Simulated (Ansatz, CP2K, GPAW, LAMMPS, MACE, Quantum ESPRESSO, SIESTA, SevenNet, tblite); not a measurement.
# Amorphous 29Ga2O3-71GeO2 (mol %) (86 atoms): atom by atom

Geometry: the geometry as built. Computed with Quantum ESPRESSO 7.5: Kohn-Sham DFT, PBE, SSSP efficiency 1.3.0 pseudopotentials, plane waves; sssp-1.3.0-efficiency; 60/480 Ry; levels smeared at 580 K; Γ point; density 3.92 g/cm³.

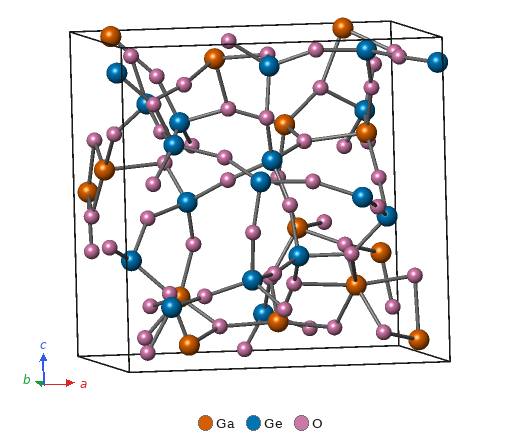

The structure (gallium orange, germanium blue, oxygen pink). Some periodic images of atoms are drawn too.

Cell vectors (Å):

```
10.944 0.000 0.000
0.000 10.944 0.000
0.000 0.000 10.944
```

Positions (Å):

```
1 Ga 9.223 5.884 7.490
2 Ga 0.419 10.528 5.546
3 Ga 10.883 6.227 0.433
4 Ga 4.352 7.411 10.070
5 Ga 6.214 6.941 1.160
6 Ga 8.750 5.935 2.359
7 Ga 10.066 8.764 3.271
8 Ga 6.784 8.053 7.733
9 Ga 3.036 7.879 2.047
10 Ga 2.893 5.202 0.565
11 Ga 1.060 8.861 10.856
12 Ga 7.212 8.512 4.212
13 Ga 8.963 8.750 10.883
14 Ga 0.529 7.586 6.436
15 Ge 10.928 0.962 10.049
16 Ge 5.731 4.413 9.925
17 Ge 1.652 5.203 8.742
18 Ge 8.972 3.827 10.387
19 Ge 3.209 6.862 5.291
20 Ge 3.337 8.888 7.876
21 Ge 2.037 2.035 7.498
22 Ge 1.524 0.172 2.130
23 Ge 9.474 3.488 4.782
24 Ge 6.189 9.855 1.279
25 Ge 0.990 5.178 3.476
26 Ge 6.537 4.145 3.503
27 Ge 4.500 1.415 2.890
28 Ge 5.859 5.124 6.700
29 Ge 4.746 0.651 6.237
30 Ge 8.156 0.352 5.620
31 Ge 9.729 9.336 8.052
32 O 3.724 1.836 7.033
33 O 6.603 8.611 5.929
34 O 4.190 6.706 1.081
35 O 6.254 8.610 2.551
36 O 3.076 6.081 9.303
37 O 5.385 0.261 1.929
38 O 8.381 10.150 4.292
39 O 0.502 9.412 7.345
40 O 3.511 7.663 3.828
41 O 9.562 7.755 7.091
42 O 9.835 2.307 10.211
43 O 4.886 8.116 8.327
44 O 2.227 4.920 2.334
45 O 6.307 4.332 5.220
46 O 7.227 3.707 10.459
47 O 9.191 10.540 6.806
48 O 1.881 3.730 7.876
49 O 2.596 8.880 9.462
50 O 2.837 1.276 2.407
51 O 10.799 6.198 2.603
52 O 3.946 10.242 7.012
53 O 6.574 5.564 2.503
54 O 1.265 1.336 8.930
55 O 4.464 0.793 4.530
56 O 2.638 7.896 6.590
57 O 9.469 4.814 0.798
58 O 5.482 2.875 3.007
59 O 5.580 4.296 8.193
60 O 1.109 4.920 10.388
61 O 6.523 0.636 6.194
62 O 8.635 7.415 3.660
63 O 10.244 10.336 9.548
64 O 5.349 8.819 0.165
65 O 9.408 4.663 6.029
66 O 8.160 8.822 8.893
67 O 9.270 4.875 9.061
68 O 0.665 6.153 7.710
69 O 0.046 3.849 4.017
70 O 1.714 6.028 4.842
71 O 7.780 10.022 0.734
72 O 0.212 8.602 4.825
73 O 4.315 4.076 10.834
74 O 0.542 10.842 3.529
75 O 10.441 8.891 1.424
76 O 5.958 6.143 10.227
77 O 8.172 7.202 0.887
78 O 10.528 7.685 10.085
79 O 7.141 6.187 7.255
80 O 1.702 7.175 0.749
81 O 8.916 1.885 5.197
82 O 1.167 1.182 6.251
83 O 0.722 0.486 0.610
84 O 4.475 5.986 6.044
85 O 8.318 4.039 3.524
86 O 2.294 9.589 1.679
```

Predict the forces.

Columns: atom, fx, fy, fz (forces in eV/Å).

```
1 -0.217 -1.351 -0.009
2 0.625 0.016 0.514
3 0.610 -0.308 -0.250
4 0.194 -0.462 -0.301
5 0.619 0.432 -0.424
6 -0.276 0.646 -0.167
7 -0.076 -0.266 -0.213
8 -0.112 0.041 -1.539
9 -0.662 -0.204 0.515
10 0.073 0.009 -0.703
11 0.027 -1.169 0.697
12 0.178 0.703 0.470
13 -0.655 -0.515 1.450
14 -0.365 0.709 0.864
15 0.281 0.954 -0.985
16 -0.077 1.167 0.228
17 0.971 0.634 0.176
18 -0.436 0.492 -1.318
19 0.769 -0.741 -1.051
20 0.502 0.541 0.319
21 -0.736 -0.745 0.138
22 0.426 -0.566 0.929
23 -0.571 0.754 1.379
24 0.351 -0.581 0.040
25 0.038 0.316 -0.639
26 -0.364 0.050 0.719
27 0.569 -0.975 0.919
28 -0.148 0.494 -0.157
29 -0.025 -0.135 -0.580
30 -0.666 -0.592 -0.496
31 -0.091 0.159 -0.837
32 0.899 1.254 0.555
33 -0.264 -0.024 0.462
34 -0.253 0.375 -0.063
35 -0.334 -1.352 1.400
36 1.235 0.412 0.420
37 -0.345 1.271 -0.119
38 -0.175 -0.579 -1.068
39 0.576 -0.251 -0.716
40 0.644 1.078 -1.354
41 0.362 -2.117 -0.573
42 -0.414 -0.308 0.243
43 1.135 -0.575 0.625
44 1.520 -0.787 -1.073
45 0.064 -0.796 0.539
46 -0.284 -1.483 0.744
47 0.866 0.733 0.213
48 0.374 -0.521 -0.966
49 -0.129 0.082 0.849
50 0.157 1.638 -0.294
51 -1.846 0.778 -1.141
52 -0.016 0.136 -0.378
53 0.620 0.718 -0.590
54 0.370 -0.410 0.859
55 -0.507 -0.359 -0.221
56 -1.635 0.012 -0.202
57 0.973 0.826 1.409
58 -0.464 -0.167 -0.741
59 -0.690 -1.421 -0.995
60 -0.636 -0.493 1.938
61 -0.392 0.519 0.978
62 0.758 0.268 -0.091
63 -0.381 -0.468 0.911
64 -0.788 -1.261 -1.029
65 -0.115 0.897 1.144
66 -0.604 0.064 0.357
67 0.553 0.977 -1.420
68 -1.544 0.994 -1.387
69 0.546 -1.808 -0.155
70 -0.894 -0.146 1.547
71 1.885 0.852 -0.958
72 0.228 0.862 0.071
73 -1.316 -1.021 1.015
74 -0.999 -0.092 1.135
75 -0.420 0.217 -0.031
76 -0.024 2.168 0.491
77 -0.691 -0.680 0.313
78 0.028 0.607 0.780
79 1.300 1.251 0.566
80 0.083 0.366 0.292
81 0.374 -0.028 -0.127
82 -0.732 -0.558 -1.469
83 -0.019 -0.085 0.001
84 -0.213 -0.146 0.254
85 0.416 0.186 -1.418
86 0.404 -1.114 -1.219
```

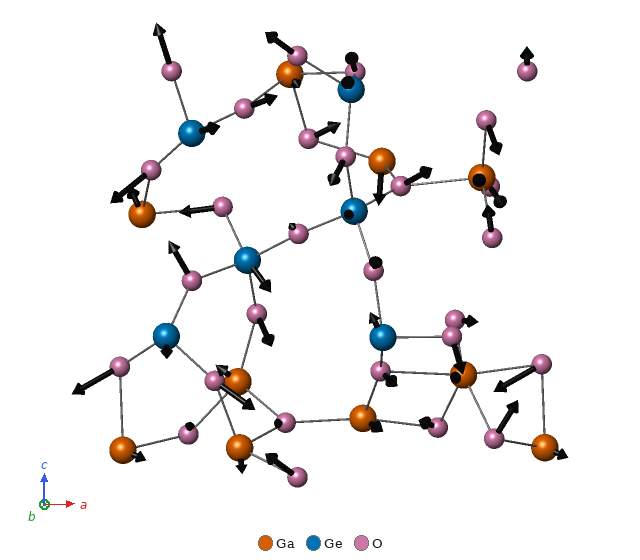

The forces as arrows, the longest 2.31 eV/Å. Drawn is a slice 4 Å thick, seen along the normal of the ac plane. Bonds to atoms that aren't drawn are left out.

The quench rate of 100 K/ps is many orders above laboratory rates, so the cell is likely richer in defects and strain than a real sample. The network of bonds at the start is that of the classical potential that made the cell, and needn't be the one that DFT or experiment would give. Only the Γ point is sampled, in a cell whose shortest periodic width is 11 Å.

The r.m.s. force component is 0.771 eV/Å; the longest force, 2.31 eV/Å, acts on O51.

[Logs are printed without paths, hosts, clocks, repeated set-up lines and the standing remarks that a program may print on its own settings, such as how far it seeks lower states.]

[Hosts, paths, dates, database ids (printed as entryN), source tags and the programs' standing remarks are cut or masked in the printed files.]
